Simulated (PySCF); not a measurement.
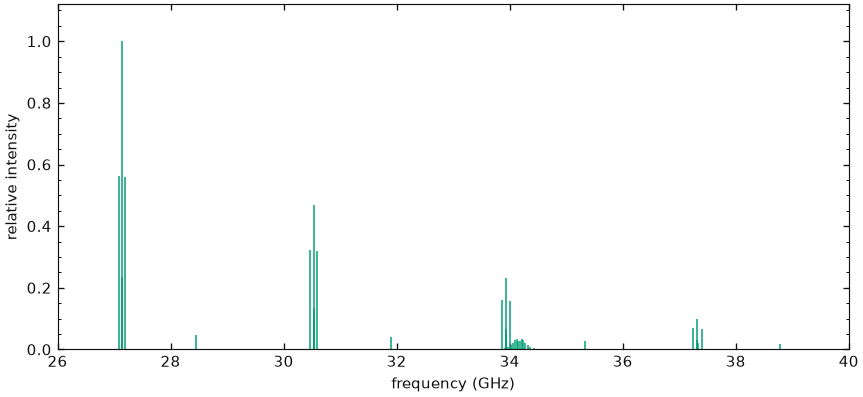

Simulated rotational absorption lines between 26 and 40 GHz at 1.5 K: rigid rotor with the equilibrium constants and dipole of one optimised conformer (PBE0-D3(BJ)/def2-SVP, PySCF), commonest isotopes; no centrifugal distortion, hyperfine structure, internal rotation or nuclear-spin weights; lines within 1 MHz of each other are summed.

### Which molecule gives this spectrum?
A. C₂H₅PSe, SMILES [Se]=[PH]1CC1
B. C₄H₁₁BO₂, SMILES CCOBOCC
C. C₇H₁₅P, SMILES CCCP1CC[C@@H]1C

Option A. Rotational constants A, B, C = 13.09, 1.703, 1.689 GHz, |μa|, |μb|, |μc| = 4.08, 0.01, 0.59 D.

Known limits of this run: coarse grid, loose stop and no frequency check, small forces are noise and the end may be a saddle.
